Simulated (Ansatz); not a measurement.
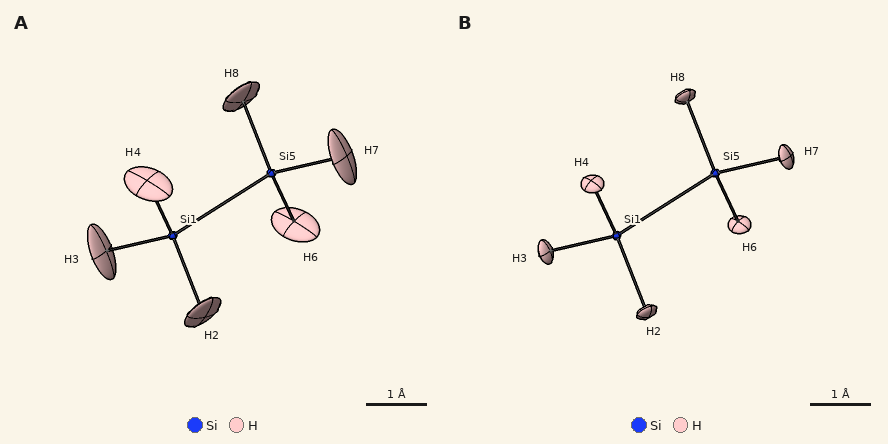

Displacement ellipsoids at the 50 % level, scaled by 0.7, from the internal vibrations of the free molecule (harmonic, no overall translation or rotation; no half-axis is drawn under 0.075 Å). Vibrations computed with RKS PBE0-D4/def2-TZVP (Ansatz 0.2.0). One panel is for 100 K, the other for 900 K.

> Which panel is for 900 K?

A.

> How much does the mean-square displacement of H4 grow, and why?

U_eq goes from 0.0252 to 0.0996 Å², a factor of 4.0. Modes below kT (626 cm⁻¹ at 900 K) grow about in proportion to T, and the lowest lies at 135 cm⁻¹; the mean-square amplitude of a mode is its zero-point value times coth(ħω/2kT), which comes close to 1 only above about 3kT.
